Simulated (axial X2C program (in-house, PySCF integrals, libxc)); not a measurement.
# CWO: bond lengths and stretches, held linear

Aim: the two bond lengths and stretching wavenumbers of linear CWO, with and without spin–orbit coupling, at PBE0, LDA.

Program: an in-house X2C program for linear molecules on PySCF integrals. Level of theory: all-electron X2C, two-component (2c) or spin-free, C dyall-v3z, W dyall-v3z, O dyall-av3z. These are calculated values, not measurements.

All values are calculated.

2 further runs of the same task are left out: 2 set aside as unsound or not needed.

### Step 1. Set-up

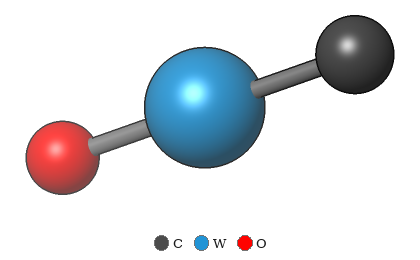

The atoms on one line, bonds 1.870 and 1.770 Å (carbon dark grey, tungsten blue, oxygen red).

File task.json:

```json
{
 "zs": [
  6,
  74,
  8
 ],
 "q": 0,
 "bas": [
  "dyall-v3z",
  "dyall-v3z",
  "dyall-av3z"
 ],
 "r0": [
  1.87,
  1.77
 ],
 "symm": 0,
 "scan": [
  "PBE0",
  "HF",
  "LDA"
 ],
 "levels": [
  "PBE0",
  "HF",
  "BHandHLYP"
 ],
 "nst": 2
}
```

Keys: zs atomic numbers; q charge; bas basis sets; r0 starting distance in Å; symm equal bonds; scan levels of the two-bond scan; levels methods; nst determinants followed.

Started as:

```console
python solin.py task.json out
```

Masses C 12.000, W 183.951, O 15.995 u.

### Step 2. Scan at PBE0, 2c

State: Ω = 3 (beyond evenly filled blocks: ω = 1/2, ω = 5/2). Energies above the lowest point, from the job's result record:

| r(C–W) (Å) | r(W–O) (Å) | E (meV) |
| --- | --- | --- |
| 2.0738 | 1.6643 | 77.01 |
| 2.0738 | 1.7070 | 19.00 |
| 2.0738 | 1.7497 | 62.30 |
| 2.1270 | 1.6643 | 47.97 |
| 2.1270 | 1.7070 | 0.00 |
| 2.1270 | 1.7497 | 52.68 |
| 2.1270 | 1.7924 | 185.74 |
| 2.1802 | 1.6643 | 59.61 |
| 2.1802 | 1.7070 | 20.64 |
| 2.1802 | 1.7497 | 81.61 |
| 2.2333 | 1.7070 | 73.09 |
| 2.2333 | 1.7924 | 288.66 |

A quadratic surface with cubic terms in each bond gives the minimum at 2.125 and 1.705 Å, force constants 2.22, 8.88 and coupling 0.58 mdyn/Å.

### Step 3. Scan at LDA, 2c

State: Ω = 3 (beyond evenly filled blocks: ω = 1/2, ω = 5/2). Energies above the lowest point, from the job's result record:

| r(C–W) (Å) | r(W–O) (Å) | E (meV) |
| --- | --- | --- |
| 2.0738 | 1.6643 | 64.96 |
| 2.0738 | 1.7070 | 0.00 |
| 2.0738 | 1.7497 | 31.80 |
| 2.1270 | 1.6643 | 68.75 |
| 2.1270 | 1.7070 | 14.69 |
| 2.1270 | 1.7497 | 57.07 |
| 2.1270 | 1.7924 | 175.74 |
| 2.1802 | 1.6643 | 107.14 |
| 2.1802 | 1.7070 | 62.75 |
| 2.1802 | 1.7497 | 114.40 |
| 2.2333 | 1.7070 | 137.14 |
| 2.2333 | 1.7924 | 332.23 |

A quadratic surface with cubic terms in each bond gives the minimum at 2.077 and 1.712 Å, force constants 2.21, 8.21 and coupling 0.65 mdyn/Å.

### Step 4. Scan at PBE0, spin-free

State: M_S = 3, Λ = 0 (beyond evenly filled blocks: 2 × σα, π+α, π-α, δ+α, δ-α). Energies above the lowest point, from the job's result record:

| r(C–W) (Å) | r(W–O) (Å) | E (meV) |
| --- | --- | --- |
| 2.0738 | 1.6643 | 82.61 |
| 2.0738 | 1.7070 | 22.73 |
| 2.0738 | 1.7497 | 64.76 |
| 2.1270 | 1.6643 | 49.51 |
| 2.1270 | 1.7070 | 0.00 |
| 2.1270 | 1.7497 | 51.71 |
| 2.1270 | 1.7924 | 184.28 |
| 2.1802 | 1.6643 | 58.10 |
| 2.1802 | 1.7070 | 17.84 |
| 2.1802 | 1.7497 | 78.06 |
| 2.2333 | 1.7070 | 68.19 |
| 2.2333 | 1.7924 | 283.10 |

A quadratic surface with cubic terms in each bond gives the minimum at 2.129 and 1.705 Å, force constants 2.24, 8.91 and coupling 0.60 mdyn/Å.

### Step 5. Comparison

| level | r(C–W) (Å) | r(W–O) (Å) | lower stretch (cm⁻¹) | upper stretch (cm⁻¹) |
| --- | --- | --- | --- | --- |
| PBE0, 2c | 2.125 | 1.705 | 573.9 | 1009.3 |
| LDA, 2c | 2.077 | 1.712 | 570.7 | 971.2 |
| PBE0, spin-free | 2.129 | 1.705 | 575.7 | 1011.5 |
| LDA, spin-free | 2.086 | 1.712 | 576.0 | 974.0 |

Scans not shown above were run alike.

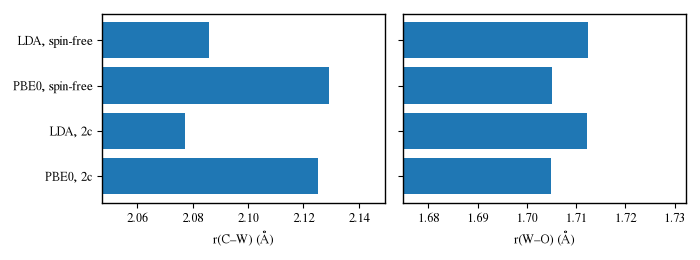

The two bond lengths by level.

In words: Over the levels the C–W bond spans 2.077 to 2.129 Å and the W–O bond 1.705 to 1.712 Å. At PBE0 going from spin-free to two-component moves the bonds by -0.004 and -0.000 Å. Each state is one determinant, the lowest of a limited PBE0 search; the stretches come from a fit to few points and are good to some per cent at best. The molecule was held linear; bending was not examined, so a bent shape may lie lower. Open-shell Ω = 0 determinants with evenly filled partner blocks cannot be reached by this program, so the Ω shown need not be the lowest component. Note: several unpaired electrons, one determinant need not be a pure state.
